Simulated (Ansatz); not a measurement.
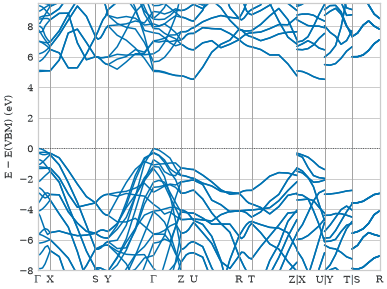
*Band structure from plane-wave PAW r²SCAN (Ansatz code)*

Problem. Read off the gap and where the band edges lie.

Solution. About 4.5 eV (4.53 eV by a search for the band edges); maximum at Γ, minimum at U.

Problem. Pick the material that matches.
A. TiO2, Pbcn (Ti on 4c, O on 8d)
B. C, Pnma (C on 4c, C on 4c, C on 4c, C on 4c)
C. LuAlN2, Pna2_1 (Lu on 4a, Al on 4a, N on 4a, N on 4a)
D. Ta2O5, Pbam (Ta on 4g, O on 4h, O on 2a, O on 4g)

Solution. B, C, Pnma (C on 4c, C on 4c, C on 4c, C on 4c)

The start of the workflow was typed in or built on a structure type; neither database checked (COD, Materials Project) lists it. It is not the phase usual at ambient conditions (space group No. 194, 227). The r²SCAN relaxation kept the symmetry of its start; whether a distortion lowers the energy is not shown.

Potentials: the earlier of the program's two PAW sets.
